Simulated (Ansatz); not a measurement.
**Run report: WH3Cl3OF2, molecular dynamics (part 1 of 3)**

WH3Cl3OF2, computed with RHF/def2-SVP (Ansatz 0.2.0).

It belongs to a series of runs on one base structure; here: dynamics from the highest image of the converged band. Figures and captions count atoms from 1; the log counts them from 0 in places.

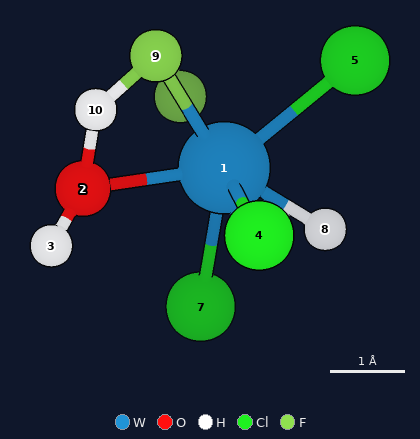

*The input geometry (ball-and-stick view, seen at a tilt; atoms are numbered from 1 in the order of the input). Sticks mark near contacts.*

Bond lengths as drawn: Cl–W 2.31 to 2.34 Å, F–H 1.11 Å, F–W 1.85 to 2.16 Å, H–O 0.95 to 1.23 Å, H–W 1.62 Å and O–W 2.04 Å.

**Key numbers**

- outcome: finished
- mean temperature over the second half: 579 K
- trajectory: 200 steps, 100 fs
- ensemble: nve
- temperature in the input: 100.0 K
- time step: 0.5 fs
- potential energy (last step): −46798.7188 eV
- mean-field energy (last step): −46798.7188 eV
- largest force (length of the vector) (last step): 5.143 eV/Å
- hardware: 4 threads of Arm Neoverse V2, 24 GiB of memory available, shared host
- wall time: 6.7 min (CPU time 25 min)
- peak memory: 0.44 GiB

**Remarks**

So short a trajectory is not equilibrated.

**Input file**
```yaml
crystal:
  periodic: [false, false, false]
  atoms:
    - { symbol: W, position_ang: [-0.027971, 0.263422, 0.095955] }
    - { symbol: O, position_ang: [0.232537, -0.220714, 2.059043] }
    - { symbol: H, position_ang: [0.574918, -1.012666, 2.450478] }
    - { symbol: Cl, position_ang: [2.235082, -0.319506, -0.057208] }
    - { symbol: Cl, position_ang: [0.107617, 1.963624, -1.468879] }
    - { symbol: F, position_ang: [-1.69378, 0.954933, 0.500902] }
    - { symbol: Cl, position_ang: [-1.054521, -1.805154, -0.071622] }
    - { symbol: H, position_ang: [0.214188, -0.382085, -1.37525] }
    - { symbol: F, position_ang: [0.735058, 1.780425, 1.423275] }
    - { symbol: H, position_ang: [0.644772, 0.93132, 2.126708] }
basis:
  gaussian: { orbitals: def2-SVP }
hamiltonian:
  xc: hf
md:
  timestep: 0.5
  n_steps: 200
  ensemble: nve
  temperature: 100.0
  initial_velocities: maxwell_boltzmann
  seed: 4699
```

Launched with:
```bash
ansatz run input.yaml --threads 4 --pin off --max-ram 5120MiB --backend cpu --events-out ev --progress --plain --runs-dir out
```

**Log**
```
Engine: ansatz 0.2.0, aarch64-unknown-linux-gnu
Functional definition: HF
  exchange = exact_x
  correlation = 0
1454 factors; integrals over basis functions are off by at most 2.8e-4 eV
mean field evaluation 1: about -46788.4484 eV, gradient 6.5e1 eV
mean field evaluation 2: about -46788.7372 eV, gradient 6.6e1 eV
mean field evaluation 4: about -46797.9497 eV, gradient 8.3e0 eV
mean field evaluation 8: about -46798.1807 eV, gradient 8.9e-1 eV
mean field evaluation 16: about -46785.6857 eV, gradient 4.3e1 eV
mean field -46798.18800633 eV, -1719.8016882815 hartree, gradient 2.0e-5 eV, S^2 0.000000; 0 other end points of the search recorded, 0 dependent functions left out
the calculation of the forces begins
reference -46798.18800633 eV, -1719.8016882815 hartree; 47, 47 occupied and 96, 96 virtual orbitals, 1454 factors
md step     0: t =     0.00 fs  T =   100.0 K  F+E_penalty+E_count = -46798.18800633 eV  E_kin = 0.103408 eV  conserved = -46798.08459833 eV  (60 SCF iters)
these checks for a lower state are left out or cut short: starts, cluster_reference, orbital_swaps, neighbouring_geometries, increment
1454 factors; integrals over basis functions are off by at most 2.8e-4 eV
mean field evaluation 32: about -46798.1878 eV, gradient 1.6e-2 eV
mean field -46798.18779993 eV, -1719.8016806965 hartree, gradient 1.9e-5 eV, S^2 0.000000; 0 other end points of the search recorded, 0 dependent functions left out
the calculation of the forces begins
reference -46798.18779993 eV, -1719.8016806965 hartree; 47, 47 occupied and 96, 96 virtual orbitals, 1454 factors
md step     1: t =     0.50 fs  T =    99.8 K  F+E_penalty+E_count = -46798.18779993 eV  E_kin = 0.103204 eV  conserved = -46798.08459554 eV  (50 SCF iters)
[... from here on the SCF iterations and repeated set-up lines of each step are left out, up to the last step ...]
md step     2: t =     1.00 fs  T =    98.5 K  F+E_penalty+E_count = -46798.18648768 eV  E_kin = 0.101908 eV  conserved = -46798.08458013 eV  (49 SCF iters)
md step     3: t =     1.50 fs  T =    96.5 K  F+E_penalty+E_count = -46798.18432203 eV  E_kin = 0.099766 eV  conserved = -46798.08455647 eV  (50 SCF iters)
md step     4: t =     2.00 fs  T =    94.0 K  F+E_penalty+E_count = -46798.18168371 eV  E_kin = 0.097153 eV  conserved = -46798.08453084 eV  (49 SCF iters)
md step     5: t =     2.50 fs  T =    91.4 K  F+E_penalty+E_count = -46798.17898092 eV  E_kin = 0.094472 eV  conserved = -46798.08450936 eV  (49 SCF iters)
md step     6: t =     3.00 fs  T =    89.0 K  F+E_penalty+E_count = -46798.17655588 eV  E_kin = 0.092061 eV  conserved = -46798.08449509 eV  (50 SCF iters)
md step     7: t =     3.50 fs  T =    87.2 K  F+E_penalty+E_count = -46798.17463467 eV  E_kin = 0.090147 eV  conserved = -46798.08448782 eV  (51 SCF iters)
md step     8: t =     4.00 fs  T =    85.9 K  F+E_penalty+E_count = -46798.17333112 eV  E_kin = 0.088847 eV  conserved = -46798.08448459 eV  (50 SCF iters)
md step     9: t =     4.50 fs  T =    85.3 K  F+E_penalty+E_count = -46798.17269322 eV  E_kin = 0.088212 eV  conserved = -46798.08448153 eV  (49 SCF iters)
md step    10: t =     5.00 fs  T =    85.4 K  F+E_penalty+E_count = -46798.17276327 eV  E_kin = 0.088287 eV  conserved = -46798.08447650 eV  (50 SCF iters)
md step    11: t =     5.50 fs  T =    86.2 K  F+E_penalty+E_count = -46798.17361703 eV  E_kin = 0.089148 eV  conserved = -46798.08446936 eV  (50 SCF iters)
md step    12: t =     6.00 fs  T =    87.9 K  F+E_penalty+E_count = -46798.17536820 eV  E_kin = 0.090906 eV  conserved = -46798.08446183 eV  (50 SCF iters)
md step    13: t =     6.50 fs  T =    90.6 K  F+E_penalty+E_count = -46798.17814561 eV  E_kin = 0.093690 eV  conserved = -46798.08445589 eV  (50 SCF iters)
md step    14: t =     7.00 fs  T =    94.4 K  F+E_penalty+E_count = -46798.18207031 eV  E_kin = 0.097619 eV  conserved = -46798.08445178 eV  (50 SCF iters)
md step    15: t =     7.50 fs  T =    99.4 K  F+E_penalty+E_count = -46798.18725672 eV  E_kin = 0.102809 eV  conserved = -46798.08444804 eV  (49 SCF iters)
md step    16: t =     8.00 fs  T =   105.8 K  F+E_penalty+E_count = -46798.19383417 eV  E_kin = 0.109388 eV  conserved = -46798.08444581 eV  (49 SCF iters)
md step    17: t =     8.50 fs  T =   113.6 K  F+E_penalty+E_count = -46798.20194471 eV  E_kin = 0.117494 eV  conserved = -46798.08445056 eV  (49 SCF iters)
md step    18: t =     9.00 fs  T =   123.0 K  F+E_penalty+E_count = -46798.21167331 eV  E_kin = 0.127198 eV  conserved = -46798.08447489 eV  (49 SCF iters)
md step    19: t =     9.50 fs  T =   133.8 K  F+E_penalty+E_count = -46798.22288253 eV  E_kin = 0.138348 eV  conserved = -46798.08453494 eV  (49 SCF iters)
md step    20: t =    10.00 fs  T =   145.4 K  F+E_penalty+E_count = -46798.23500069 eV  E_kin = 0.150360 eV  conserved = -46798.08464096 eV  (48 SCF iters)
md step    21: t =    10.50 fs  T =   156.8 K  F+E_penalty+E_count = -46798.24690555 eV  E_kin = 0.162124 eV  conserved = -46798.08478119 eV  (48 SCF iters)
md step    22: t =    11.00 fs  T =   166.5 K  F+E_penalty+E_count = -46798.25713184 eV  E_kin = 0.172226 eV  conserved = -46798.08490619 eV  (47 SCF iters)
md step    23: t =    11.50 fs  T =   173.7 K  F+E_penalty+E_count = -46798.26460289 eV  E_kin = 0.179670 eV  conserved = -46798.08493283 eV  (48 SCF iters)
md step    24: t =    12.00 fs  T =   178.9 K  F+E_penalty+E_count = -46798.26977927 eV  E_kin = 0.184988 eV  conserved = -46798.08479136 eV  (60 SCF iters)
md step    25: t =    12.50 fs  T =   184.7 K  F+E_penalty+E_count = -46798.27549821 eV  E_kin = 0.190985 eV  conserved = -46798.08451338 eV  (47 SCF iters)
md step    26: t =    13.00 fs  T =   195.4 K  F+E_penalty+E_count = -46798.28630410 eV  E_kin = 0.202028 eV  conserved = -46798.08427653 eV  (48 SCF iters)
md step    27: t =    13.50 fs  T =   214.2 K  F+E_penalty+E_count = -46798.30577059 eV  E_kin = 0.221467 eV  conserved = -46798.08430388 eV  (47 SCF iters)
md step    28: t =    14.00 fs  T =   240.5 K  F+E_penalty+E_count = -46798.33335369 eV  E_kin = 0.248696 eV  conserved = -46798.08465786 eV  (48 SCF iters)
md step    29: t =    14.50 fs  T =   269.3 K  F+E_penalty+E_count = -46798.36363523 eV  E_kin = 0.278483 eV  conserved = -46798.08515215 eV  (47 SCF iters)
md step    30: t =    15.00 fs  T =   293.6 K  F+E_penalty+E_count = -46798.38911474 eV  E_kin = 0.303615 eV  conserved = -46798.08549937 eV  (48 SCF iters)
md step    31: t =    15.50 fs  T =   308.4 K  F+E_penalty+E_count = -46798.40447169 eV  E_kin = 0.318946 eV  conserved = -46798.08552590 eV  (48 SCF iters)
md step    32: t =    16.00 fs  T =   313.3 K  F+E_penalty+E_count = -46798.40923300 eV  E_kin = 0.323985 eV  conserved = -46798.08524804 eV  (49 SCF iters)
md step    33: t =    16.50 fs  T =   312.2 K  F+E_penalty+E_count = -46798.40764479 eV  E_kin = 0.322841 eV  conserved = -46798.08480416 eV  (49 SCF iters)
md step    34: t =    17.00 fs  T =   311.6 K  F+E_penalty+E_count = -46798.40661560 eV  E_kin = 0.322255 eV  conserved = -46798.08436035 eV  (48 SCF iters)
md step    35: t =    17.50 fs  T =   318.2 K  F+E_penalty+E_count = -46798.41312747 eV  E_kin = 0.329073 eV  conserved = -46798.08405479 eV  (49 SCF iters)
md step    36: t =    18.00 fs  T =   336.6 K  F+E_penalty+E_count = -46798.43200602 eV  E_kin = 0.348022 eV  conserved = -46798.08398366 eV  (49 SCF iters)
md step    37: t =    18.50 fs  T =   367.6 K  F+E_penalty+E_count = -46798.46436594 eV  E_kin = 0.380171 eV  conserved = -46798.08419509 eV  (50 SCF iters)
md step    38: t =    19.00 fs  T =   408.3 K  F+E_penalty+E_count = -46798.50687654 eV  E_kin = 0.422203 eV  conserved = -46798.08467360 eV  (49 SCF iters)
md step    39: t =    19.50 fs  T =   451.4 K  F+E_penalty+E_count = -46798.55213354 eV  E_kin = 0.466830 eV  conserved = -46798.08530344 eV  (48 SCF iters)
md step    40: t =    20.00 fs  T =   488.2 K  F+E_penalty+E_count = -46798.59065563 eV  E_kin = 0.504818 eV  conserved = -46798.08583733 eV  (47 SCF iters)
md step    41: t =    20.50 fs  T =   511.5 K  F+E_penalty+E_count = -46798.61483357 eV  E_kin = 0.528889 eV  conserved = -46798.08594497 eV  (49 SCF iters)
md step    42: t =    21.00 fs  T =   520.7 K  F+E_penalty+E_count = -46798.62386228 eV  E_kin = 0.538436 eV  conserved = -46798.08542670 eV  (50 SCF iters)
md step    43: t =    21.50 fs  T =   523.9 K  F+E_penalty+E_count = -46798.62631143 eV  E_kin = 0.541790 eV  conserved = -46798.08452112 eV  (49 SCF iters)
md step    44: t =    22.00 fs  T =   534.0 K  F+E_penalty+E_count = -46798.63610325 eV  E_kin = 0.552195 eV  conserved = -46798.08390844 eV  (48 SCF iters)
md step    45: t =    22.50 fs  T =   559.2 K  F+E_penalty+E_count = -46798.66240768 eV  E_kin = 0.578280 eV  conserved = -46798.08412743 eV  (48 SCF iters)
md step    46: t =    23.00 fs  T =   596.6 K  F+E_penalty+E_count = -46798.70191547 eV  E_kin = 0.616931 eV  conserved = -46798.08498441 eV  (48 SCF iters)
md step    47: t =    23.50 fs  T =   634.2 K  F+E_penalty+E_count = -46798.74161381 eV  E_kin = 0.655838 eV  conserved = -46798.08577587 eV  (49 SCF iters)
md step    48: t =    24.00 fs  T =   660.5 K  F+E_penalty+E_count = -46798.76904462 eV  E_kin = 0.683047 eV  conserved = -46798.08599714 eV  (49 SCF iters)
md step    49: t =    24.50 fs  T =   671.6 K  F+E_penalty+E_count = -46798.78010065 eV  E_kin = 0.694453 eV  conserved = -46798.08564735 eV  (87 SCF iters)
md step    50: t =    25.00 fs  T =   671.6 K  F+E_penalty+E_count = -46798.77954325 eV  E_kin = 0.694523 eV  conserved = -46798.08501998 eV  (48 SCF iters)
md step    51: t =    25.50 fs  T =   669.6 K  F+E_penalty+E_count = -46798.77679796 eV  E_kin = 0.692378 eV  conserved = -46798.08442025 eV  (50 SCF iters)
md step    52: t =    26.00 fs  T =   674.2 K  F+E_penalty+E_count = -46798.78117809 eV  E_kin = 0.697131 eV  conserved = -46798.08404719 eV  (47 SCF iters)
md step    53: t =    26.50 fs  T =   691.0 K  F+E_penalty+E_count = -46798.79857097 eV  E_kin = 0.714574 eV  conserved = -46798.08399724 eV  (48 SCF iters)
md step    54: t =    27.00 fs  T =   720.9 K  F+E_penalty+E_count = -46798.82977068 eV  E_kin = 0.745481 eV  conserved = -46798.08428952 eV  (49 SCF iters)
md step    55: t =    27.50 fs  T =   759.4 K  F+E_penalty+E_count = -46798.87017954 eV  E_kin = 0.785319 eV  conserved = -46798.08486032 eV  (48 SCF iters)
md step    56: t =    28.00 fs  T =   798.2 K  F+E_penalty+E_count = -46798.91096791 eV  E_kin = 0.825442 eV  conserved = -46798.08552563 eV  (47 SCF iters)
md step    57: t =    28.50 fs  T =   828.0 K  F+E_penalty+E_count = -46798.94217076 eV  E_kin = 0.856208 eV  conserved = -46798.08596255 eV  (49 SCF iters)
md step    58: t =    29.00 fs  T =   843.2 K  F+E_penalty+E_count = -46798.95775820 eV  E_kin = 0.871937 eV  conserved = -46798.08582134 eV  (47 SCF iters)
md step    59: t =    29.50 fs  T =   846.8 K  F+E_penalty+E_count = -46798.96068629 eV  E_kin = 0.875646 eV  conserved = -46798.08504066 eV  (49 SCF iters)
md step    60: t =    30.00 fs  T =   850.2 K  F+E_penalty+E_count = -46798.96325468 eV  E_kin = 0.879126 eV  conserved = -46798.08412865 eV  (48 SCF iters)
md step    61: t =    30.50 fs  T =   865.8 K  F+E_penalty+E_count = -46798.97921798 eV  E_kin = 0.895338 eV  conserved = -46798.08388044 eV  (49 SCF iters)
md step    62: t =    31.00 fs  T =   897.1 K  F+E_penalty+E_count = -46799.01225269 eV  E_kin = 0.927686 eV  conserved = -46798.08456639 eV  (48 SCF iters)
md step    63: t =    31.50 fs  T =   934.7 K  F+E_penalty+E_count = -46799.05214732 eV  E_kin = 0.966533 eV  conserved = -46798.08561463 eV  (49 SCF iters)
md step    64: t =    32.00 fs  T =   963.9 K  F+E_penalty+E_count = -46799.08298281 eV  E_kin = 0.996722 eV  conserved = -46798.08626072 eV  (49 SCF iters)
md step    65: t =    32.50 fs  T =   975.0 K  F+E_penalty+E_count = -46799.09444074 eV  E_kin = 1.008218 eV  conserved = -46798.08622262 eV  (50 SCF iters)
md step    66: t =    33.00 fs  T =   967.8 K  F+E_penalty+E_count = -46799.08649721 eV  E_kin = 1.000794 eV  conserved = -46798.08570315 eV  (49 SCF iters)
md step    67: t =    33.50 fs  T =   949.4 K  F+E_penalty+E_count = -46799.06681628 eV  E_kin = 0.981765 eV  conserved = -46798.08505093 eV  (50 SCF iters)
md step    68: t =    34.00 fs  T =   929.3 K  F+E_penalty+E_count = -46799.04548568 eV  E_kin = 0.960947 eV  conserved = -46798.08453907 eV  (48 SCF iters)
md step    69: t =    34.50 fs  T =   915.1 K  F+E_penalty+E_count = -46799.03059732 eV  E_kin = 0.946274 eV  conserved = -46798.08432361 eV  (48 SCF iters)
md step    70: t =    35.00 fs  T =   910.1 K  F+E_penalty+E_count = -46799.02560419 eV  E_kin = 0.941137 eV  conserved = -46798.08446706 eV  (47 SCF iters)
md step    71: t =    35.50 fs  T =   912.2 K  F+E_penalty+E_count = -46799.02827287 eV  E_kin = 0.943330 eV  conserved = -46798.08494313 eV  (47 SCF iters)
md step    72: t =    36.00 fs  T =   914.4 K  F+E_penalty+E_count = -46799.03121144 eV  E_kin = 0.945608 eV  conserved = -46798.08560361 eV  (47 SCF iters)
md step    73: t =    36.50 fs  T =   907.4 K  F+E_penalty+E_count = -46799.02442422 eV  E_kin = 0.938279 eV  conserved = -46798.08614507 eV  (48 SCF iters)
md step    74: t =    37.00 fs  T =   883.9 K  F+E_penalty+E_count = -46799.00020152 eV  E_kin = 0.914028 eV  conserved = -46798.08617329 eV  (48 SCF iters)
md step    75: t =    37.50 fs  T =   844.8 K  F+E_penalty+E_count = -46798.95902114 eV  E_kin = 0.873542 eV  conserved = -46798.08547918 eV  (50 SCF iters)
md step    76: t =    38.00 fs  T =   800.5 K  F+E_penalty+E_count = -46798.91218453 eV  E_kin = 0.827782 eV  conserved = -46798.08440281 eV  (50 SCF iters)
md step    77: t =    38.50 fs  T =   766.3 K  F+E_penalty+E_count = -46798.87622507 eV  E_kin = 0.792454 eV  conserved = -46798.08377125 eV  (49 SCF iters)
md step    78: t =    39.00 fs  T =   750.9 K  F+E_penalty+E_count = -46798.86065790 eV  E_kin = 0.776518 eV  conserved = -46798.08414013 eV  (49 SCF iters)
md step    79: t =    39.50 fs  T =   749.3 K  F+E_penalty+E_count = -46798.86000201 eV  E_kin = 0.774835 eV  conserved = -46798.08516720 eV  (49 SCF iters)
md step    80: t =    40.00 fs  T =   747.2 K  F+E_penalty+E_count = -46798.85865538 eV  E_kin = 0.772636 eV  conserved = -46798.08601899 eV  (49 SCF iters)
md step    81: t =    40.50 fs  T =   732.0 K  F+E_penalty+E_count = -46798.84310356 eV  E_kin = 0.756908 eV  conserved = -46798.08619598 eV  (49 SCF iters)
md step    82: t =    41.00 fs  T =   700.2 K  F+E_penalty+E_count = -46798.80980042 eV  E_kin = 0.724034 eV  conserved = -46798.08576675 eV  (49 SCF iters)
md step    83: t =    41.50 fs  T =   657.2 K  F+E_penalty+E_count = -46798.76471986 eV  E_kin = 0.679648 eV  conserved = -46798.08507199 eV  (50 SCF iters)
md step    84: t =    42.00 fs  T =   613.1 K  F+E_penalty+E_count = -46798.71837825 eV  E_kin = 0.633945 eV  conserved = -46798.08443371 eV  (50 SCF iters)
md step    85: t =    42.50 fs  T =   577.0 K  F+E_penalty+E_count = -46798.68072712 eV  E_kin = 0.596669 eV  conserved = -46798.08405838 eV  (69 SCF iters)
md step    86: t =    43.00 fs  T =   554.7 K  F+E_penalty+E_count = -46798.65769415 eV  E_kin = 0.573646 eV  conserved = -46798.08404768 eV  (50 SCF iters)
```
